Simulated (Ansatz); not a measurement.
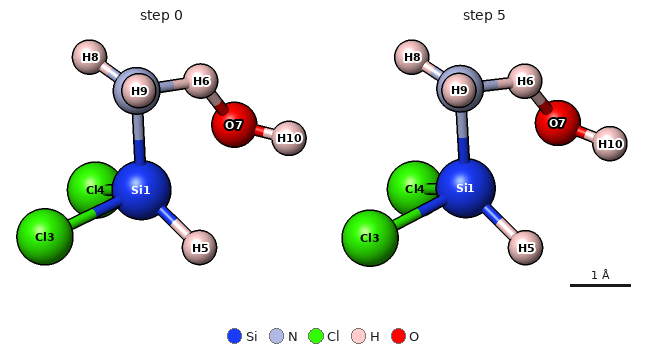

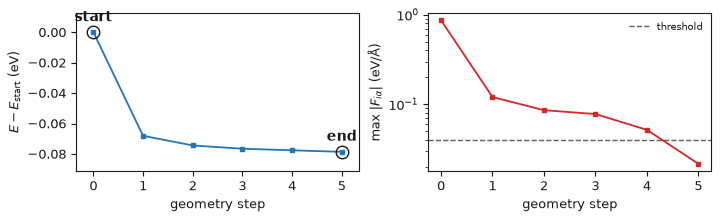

First and last geometry of a constrained relaxation of SiNH₅OCl₂, with the history of the run. Style: ball-and-stick. Shown at a tilt.

The reaction that was planned forms Si1–O7, N2–H6 and breaks Si1–N2, H6–O7 (atoms numbered from 1 in input order).

Method: RKS PBE0-D4/def2-SVP (Ansatz). (held fixed: the distance between atoms 1 (Si) and 7 (O), the distance between atoms 2 (N) and 6 (H), the distance between atoms 1 (Si) and 2 (N), the distance between atoms 6 (H) and 7 (O), counting from 1; force threshold 0.04 eV/Å; at most 150 steps)

### Did the run converge, and what did it change?

It converged. The largest move after the best rigid fit is that of an H atom, 0.12 Å. By element the largest moves are H 0.12 Å, Cl 0.06 Å, Si 0.04 Å, O 0.04 Å, N 0.04 Å. Some distances before and after: Cl–Si 2.005 → 2.059 Å, H–Si 1.452 → 1.480 Å, Cl–Si 2.116 → 2.138 Å, H–N 1.014 → 1.021 Å. Bond angles that change, for instance: H–N–H 118.9° → 122.0°, Si–N–H 115.3° → 112.5°, H–O–H 120.5° → 118.1°. The energy falls by 0.079 eV in 5 geometry steps. Largest force component: 0.87 eV/Å at the start, 0.022 eV/Å at the end.
